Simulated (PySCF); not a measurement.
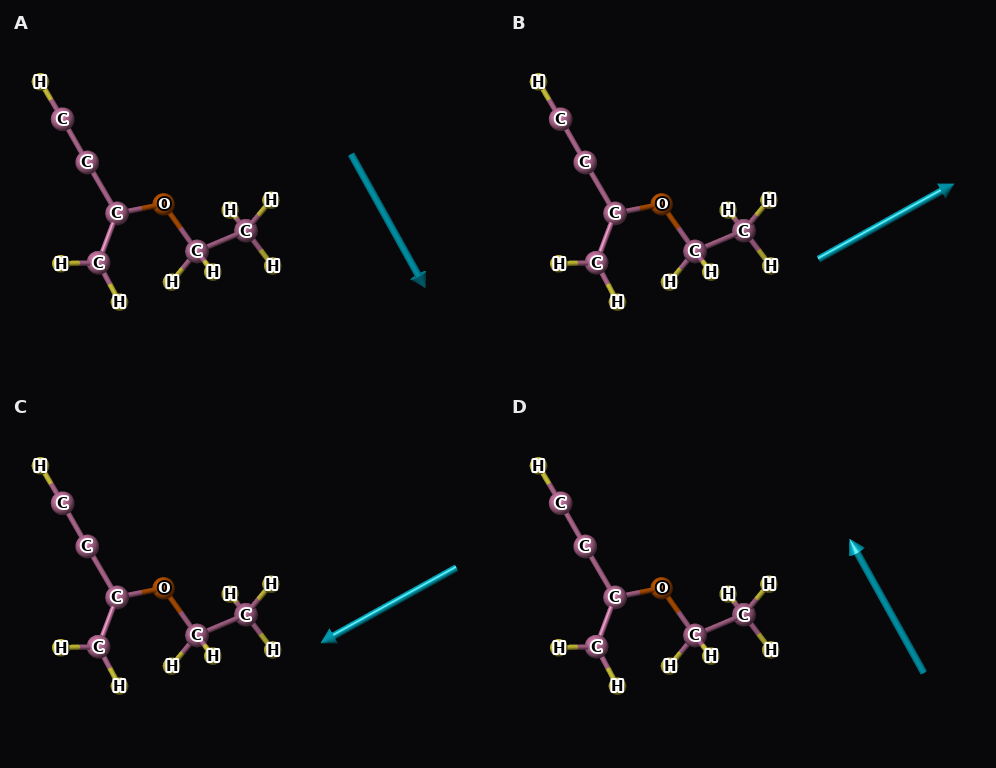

The same molecule four times, each with an arrow. The geometry was computed by an optimisation with GFN2-xTB. No frequency run is at hand to confirm it as a minimum. Properties computed with B3LYP/def2-SVPD, gas phase (PySCF 2.14.0).

> Which arrow points along the dipole moment, from the negative to the positive end?

A. The dipole moment is 1.28 D.
